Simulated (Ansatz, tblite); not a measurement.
# Ga6N7 zinc blende off sphere (Ga6N7H20+): spin-state energies by level

Aim: set other spin states of Ga6N7 zinc blende off sphere (Ga6N7H20+) against its singlet, on many levels of theory.

Program: Ansatz 0.2.0, Gaussian basis. Level of theory: as each input shows. These are calculated values, not measurements.

The runs, in order: triplet, at the geometry of the singlet (GFN1-xTB, GFN2-xTB, PBE0-D4/def2-TZVP, PBE-D4/def2-TZVP); the singlet's energies come from earlier runs.

**1. The geometry**

The singlet was relaxed beforehand with r2SCAN-D4/def2-SVP.

33 atoms, charge 1, spin multiplicity 1.

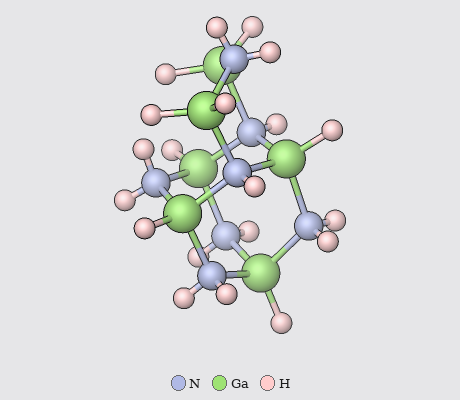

The geometry (nitrogen light blue, gallium green, hydrogen pink).

Geometry (Å):

```
N     0.61561   -2.78161    0.53100
N    -2.29715    2.29560   -0.87394
N     0.69622   -0.69540   -1.76788
N    -1.61250   -0.57145    0.24249
N     0.47976   -0.47988    2.58119
N     0.56989    1.61267    0.24347
N     2.78176   -0.61398    0.53080
Ga   -2.80481    0.36967   -1.12504
Ga   -0.60261   -1.84060   -0.79606
Ga    1.74934   -1.74829    1.77161
Ga   -0.37161    2.80617   -1.12269
Ga    1.83985    0.60438   -0.79557
Ga   -0.68966    0.68834    1.38712
H     1.20145   -3.44477    0.01043
H     0.01146   -3.40488    1.07951
H    -2.68529    2.68242   -0.00720
H    -2.80187    2.80034   -1.61224
H     1.26033   -1.25862   -2.41257
H     0.11771   -0.11772   -2.39677
H    -2.29881   -1.07363    0.81669
H    -0.14471   -0.98878    3.21752
H     0.98812    0.14539    3.21718
H     1.07170    2.29863    0.81842
H     3.44456   -1.19967    0.00961
H     3.40542   -0.01000    1.07905
H    -2.16675   -0.03509   -2.50865
H    -4.28468    0.13326   -0.70159
H    -1.31185   -2.92627   -1.64596
H     2.59308   -2.59117    2.76415
H     0.03499    2.17116   -2.50712
H    -0.13763    4.28546   -0.69578
H     2.92490    1.31483   -1.64520
H    -1.57622    1.57352    2.31404
```

The ion is computed in the gas phase, without counter-ions or solvent.

**2. Triplet at the fixed geometry, GFN1-xTB**

Tight binding, by tblite at 300 K electronic temperature and without a spin-polarisation term:

```python
tblite.interface.Calculator('GFN1-xTB', numbers, positions, charge=1, uhf=2).singlepoint()
```

Energy -1108.8101 eV; 0.098 s.

**3. Triplet at the fixed geometry, GFN2-xTB**

Tight binding, by tblite at 300 K electronic temperature and without a spin-polarisation term:

```python
tblite.interface.Calculator('GFN2-xTB', numbers, positions, charge=1, uhf=2).singlepoint()
```

Energy -1019.9484 eV; 0.092 s.

**4. Triplet at the fixed geometry, PBE0-D4/def2-TZVP**

in.yaml reads:

```yaml
crystal:
  periodic: [false, false, false]
  atoms:
    - {symbol: N, position_ang: [0.615607, -2.781614, 0.531004]}
    - {symbol: N, position_ang: [-2.297148, 2.295601, -0.873943]}
    - {symbol: N, position_ang: [0.696215, -0.695399, -1.767878]}
    - {symbol: N, position_ang: [-1.612504, -0.571450, 0.242486]}
    - {symbol: N, position_ang: [0.479765, -0.479880, 2.581186]}
    - {symbol: N, position_ang: [0.569887, 1.612669, 0.243468]}
    - {symbol: N, position_ang: [2.781761, -0.613975, 0.530803]}
    - {symbol: Ga, position_ang: [-2.804807, 0.369670, -1.125038]}
    - {symbol: Ga, position_ang: [-0.602606, -1.840600, -0.796062]}
    - {symbol: Ga, position_ang: [1.749344, -1.748287, 1.771607]}
    - {symbol: Ga, position_ang: [-0.371615, 2.806169, -1.122689]}
    - {symbol: Ga, position_ang: [1.839849, 0.604384, -0.795573]}
    - {symbol: Ga, position_ang: [-0.689663, 0.688339, 1.387120]}
    - {symbol: H, position_ang: [1.201451, -3.444770, 0.010432]}
    - {symbol: H, position_ang: [0.011462, -3.404878, 1.079512]}
    - {symbol: H, position_ang: [-2.685293, 2.682422, -0.007204]}
    - {symbol: H, position_ang: [-2.801875, 2.800340, -1.612240]}
    - {symbol: H, position_ang: [1.260334, -1.258616, -2.412568]}
    - {symbol: H, position_ang: [0.117705, -0.117723, -2.396774]}
    - {symbol: H, position_ang: [-2.298813, -1.073634, 0.816687]}
    - {symbol: H, position_ang: [-0.144707, -0.988778, 3.217517]}
    - {symbol: H, position_ang: [0.988123, 0.145386, 3.217176]}
    - {symbol: H, position_ang: [1.071702, 2.298628, 0.818415]}
    - {symbol: H, position_ang: [3.444556, -1.199674, 0.009608]}
    - {symbol: H, position_ang: [3.405424, -0.009996, 1.079050]}
    - {symbol: H, position_ang: [-2.166745, -0.035090, -2.508650]}
    - {symbol: H, position_ang: [-4.284680, 0.133259, -0.701586]}
    - {symbol: H, position_ang: [-1.311850, -2.926270, -1.645963]}
    - {symbol: H, position_ang: [2.593081, -2.591174, 2.764148]}
    - {symbol: H, position_ang: [0.034993, 2.171155, -2.507116]}
    - {symbol: H, position_ang: [-0.137630, 4.285458, -0.695782]}
    - {symbol: H, position_ang: [2.924899, 1.314827, -1.645198]}
    - {symbol: H, position_ang: [-1.576223, 1.573520, 2.314043]}
basis:
  gaussian: {orbitals: def2-TZVP, fitting: {mean_field: def2-universal-jkfit}}
total_charge: 1
magnetization: {spin_polarized: true, initial_magnetization: 2}
hamiltonian: {xc: pbe0, dispersion: d4}
scf: {omitted_lower_state_checks: [starts]}
output: {orbitals: {seedname: orbitals}}
```

Launch:

```sh
ansatz run in.yaml --threads 2 --pin off --events-out ev --progress --plain --max-ram 32768MiB --backend cuda --devices 0, --max-vram 18GiB
```

The log of the run:

```text
Functional definition: PBE0
  name "PBE0"
  cite "Adamo & Barone, J. Chem. Phys. 110, 6158 (1999) doi:10.1063/1.478522"
  cite "Perdew, Burke & Ernzerhof, Phys. Rev. Lett. 77, 3865 (1996) doi:10.1103/PhysRevLett.77.3865"
  parent pbe
  parameter a = 0.25
  parameter kappa = 0.804
  parameter beta = 0.06672455060314922
  exchange = (1 - a)*pbe_x(kappa = kappa, mu = beta*pi^2/3) + a*exact_x
  correlation = pbe_c(beta = beta)
these checks for a lower state are left out or cut short: starts
2495 factors; integrals over basis functions are off by at most 5.8e-1 eV
mean field evaluation 1: about -324917.6862 eV, gradient 1.3e2 eV
mean field evaluation 2: about -324726.4321 eV, gradient 2.3e2 eV
mean field evaluation 4: about -324966.2357 eV, gradient 3.9e1 eV
mean field evaluation 8: about -324973.7740 eV, gradient 1.5e0 eV
mean field evaluation 16: about -324973.7859 eV, gradient 3.1e-1 eV
mean field evaluation 32: about -324973.9032 eV, gradient 9.3e-5 eV
mean field -324973.90319897 eV, -11942.5706673391 hartree, gradient 7.8e-6 eV, S^2 2.007454; 0 other end points of the search recorded, 0 dependent functions left out
reference -324973.90326087 eV, -11942.5706696140 hartree; 128, 126 occupied and 497, 499 virtual orbitals, 2495 factors
Total energy: -324975.46739134 eV, -11942.6281503486 hartree
Checks for a lower state left out: starts
```

Wall time 37 s (1 × H100 (card shared with other runs) with 2 threads of AMD EPYC 7R13, shared host); peak host memory 1.3 GiB.

Report: HOMO -5.02 eV, LUMO -10.28 eV (over both spins; with the spin held, an empty level of the minority spin lies below the top filled one); ⟨S²⟩ 2.007 (pure: 2.00).

**5. Triplet at the fixed geometry, PBE-D4/def2-TZVP**

start.molden holds the orbitals of an earlier run on this state, given as this run's starting guess.

Edit in.yaml of step 4 so:

```diff
@@ -37,6 +37,6 @@
 basis:
-  gaussian: {orbitals: def2-TZVP, fitting: {mean_field: def2-universal-jkfit}}
+  gaussian: {orbitals: def2-TZVP, fitting: {mean_field: def2-universal-jkfit}, initial_orbitals: start.molden}
 total_charge: 1
 magnetization: {spin_polarized: true, initial_magnetization: 2}
-hamiltonian: {xc: pbe0, dispersion: d4}
+hamiltonian: {xc: pbe, dispersion: d4}
 scf: {omitted_lower_state_checks: [starts]}
```

Launched as before.

The log of the run:

```text
Functional definition: PBE
  name "PBE"
  cite "Perdew, Burke & Ernzerhof, Phys. Rev. Lett. 77, 3865 (1996) doi:10.1103/PhysRevLett.77.3865"
  parent pbe
  parameter kappa = 0.804
  parameter beta = 0.06672455060314922
  exchange = pbe_x(kappa = kappa, mu = beta*pi^2/3)
  correlation = pbe_c(beta = beta)
these checks for a lower state are left out or cut short: starts
2495 factors; integrals over basis functions are off by at most 5.8e-1 eV
mean field evaluation 1: about -324966.4920 eV, gradient 1.6e1 eV
mean field evaluation 2: about -324967.0387 eV, gradient 6.6e-1 eV
mean field evaluation 4: about -324967.0854 eV, gradient 3.8e-1 eV
mean field evaluation 8: about -324967.0885 eV, gradient 2.0e-5 eV
mean field evaluation 16: about -324967.0885 eV, gradient 2.5e-6 eV
mean field -324967.08850482 eV, -11942.3202319484 hartree, gradient 2.4e-6 eV, S^2 2.002041; 0 other end points of the search recorded, 0 dependent functions left out
reference -324967.08858750 eV, -11942.3202349866 hartree; 128, 126 occupied and 497, 499 virtual orbitals, 2495 factors
Total energy: -324968.86191545 eV, -11942.3854035867 hartree
Checks for a lower state left out: starts
```

Run time: 17 s. Hardware: 1 × H100 (card shared with other runs) with 2 threads of AMD EPYC 7R13, shared host; peak host memory 1.2 GiB.

HOMO -4.69 eV, LUMO -10.19 eV (over both spins; with the spin held, an empty level of the minority spin lies below the top filled one); ⟨S²⟩ 2.002 (pure: 2.00).

**6. Triplet less singlet, vertical**

The singlet's energies are those of its earlier runs, whose logs aren't repeated here.

| level | triplet less singlet, vertical (eV) | time |
| --- | --- | --- |
| GFN1-xTB | +5.754 | 0.17 s |
| GFN2-xTB | +5.448 | 0.14 s |
| PBE-D4/def2-TZVP | +5.415 | 31 s |
| PBE0-D4/def2-TZVP | +6.423 | 53 s |

Times add the two runs; a level without a time comes out of a correlated run. Tight binding without a spin term can't rank spin states.

**7. Summary of results**

| quantity | value |
| --- | --- |
| triplet less singlet, vertical, functionals in def2-TZVP | +5.415 (PBE-D4) to +6.423 eV (PBE0-D4) |

All functionals put the triplet above the singlet, over a spread of 1.007 eV. The checks for a lower triplet were left out, so another state of that spin may lie lower. These are electronic energies, without zero-point motion, entropy or surroundings.
